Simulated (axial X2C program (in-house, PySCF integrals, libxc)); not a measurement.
## Relativistic diatomic calculation, with input and output: SrCl⁺

- system: SrCl⁺, single determinant with Ω = 0.
- method: PBE0, two-component X2C with atomic mean-field Coulomb and Gaunt terms, Sr dyall-cv3z, Cl dyall-av3z (cores contracted) (axial X2C program (in-house, PySCF integrals, libxc))

The program's output:
```
two-component X2C + atomic mean field  PBE0
basis functions 195  fitting functions 991  grid points 5084
iter        total energy     max residual
   1      -3639.112965972     4.17e-05
   2      -3639.112965909     5.56e-05
   3      -3639.112966054     3.33e-06
   4      -3639.112966054     1.57e-07
converged
one-electron -5299.57035662  Coulomb 1656.84679721  exact exchange -32.89663192  xc functional -100.87915844  nuclear repulsion 138.79353563  atomic mean-field constant -1.40715191
```

The points of the curve:

| R (Å) | E (hartree) | dipole (D; origin at the first atom, positive when the second is positive) | highest filled (eV) | lowest empty (eV) |
| --- | --- | --- | --- | --- |
| 2.143 | −3639.079046 | −3.94 | −13.41 | −6.50 |
| 2.241 | −3639.099052 | −4.53 | −13.29 | −6.61 |
| 2.315 | −3639.107569 | −4.95 | −13.00 | −6.70 |
| 2.389 | −3639.111889 | −5.36 | −12.73 | −6.78 |
| 2.463 | −3639.112966 | −5.75 | −12.48 | −6.87 |
| 2.549 | −3639.111139 | −6.20 | −12.21 | −6.98 |
| 2.635 | −3639.106880 | −6.63 | −11.96 | −7.09 |
| 2.746 | −3639.098962 | −7.16 | −11.66 | −7.22 |
| 2.882 | −3639.086992 | −7.78 | −11.32 | −7.38 |
| 3.079 | −3639.067555 | −8.61 | −10.90 | −7.61 |

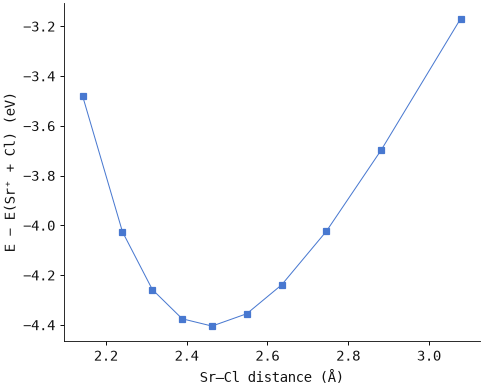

Energy at 10 bond lengths, for one set of occupations held fixed; the line joins the points. A polynomial of degree 6 through 9 points gives rₑ = 2.455 Å, ωₑ = 370.8 cm⁻¹, ωₑxₑ = 0.94 cm⁻¹ and Bₑ = 0.1118 cm⁻¹. The minimum lies 4.40 eV below Sr⁺ + Cl, each computed as one determinant at the same level.

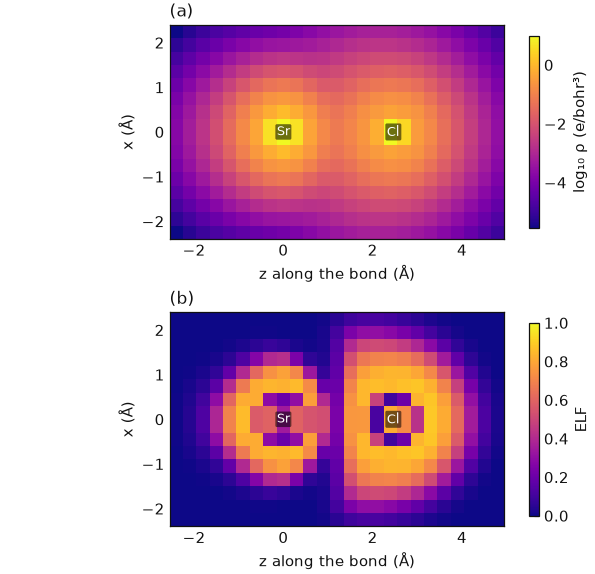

(a) electron density on a logarithmic scale; (b) electron localisation function, in a plane that holds the axis, at 2.46 Å, on points 0.3 Å apart (one half computed, the other mirrored); the structure near the nuclei is finer than these points.

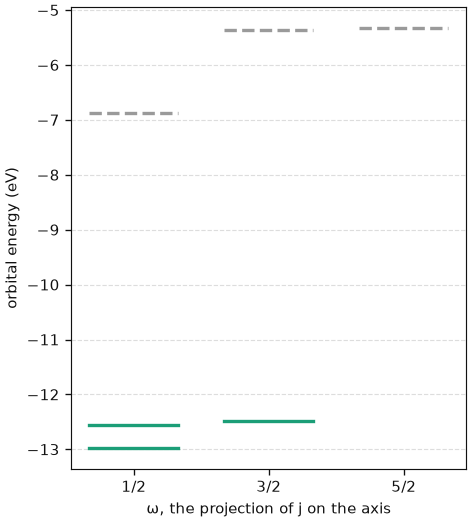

Orbital energies near the frontier at 2.46 Å, filled (solid) and empty (dashed); the Kramers partners at −ω are degenerate and not drawn. The highest filled spinor (3/2; 87 % Cl p, 8 % Sr d) lies at −12.48 eV, the lowest empty one (1/2; 71 % Sr s, 10 % Sr p) at −6.87 eV.

Input:
```
{"zs": [38, 17], "q": 1, "bas": ["dyall-cv3z", "dyall-av3z"], "levels": ["PBE0", "HF", "B97-3"], "cc": true, "r0": 2.84, "thr": -1.0, "nmax": 90, "npts": 10, "nst": 2, "ntry": 6}
```

The line is the task of a batch: nuclear charges, charge, bases, the levels to run, a first guess of the distance and further settings. This report covers PBE0 with spin-orbit coupling. The log is that of the reference distance 2.463 Å, started from orbitals converged before.

Launched within a batch (the task file carries these settings):
```bash
python <driver script> task.json out
```

Key numbers:

```tsv
quantity	value
outcome	converged
bond length rₑ	2.455 Å
ωₑ	370.8 cm⁻¹
energy at the minimum	−3639.11298 hartree
depth below the fragments	4.40 eV
hardware	1 thread of Arm Neoverse V1, 24 GiB of memory available, shared host
wall time	3.8 s
```
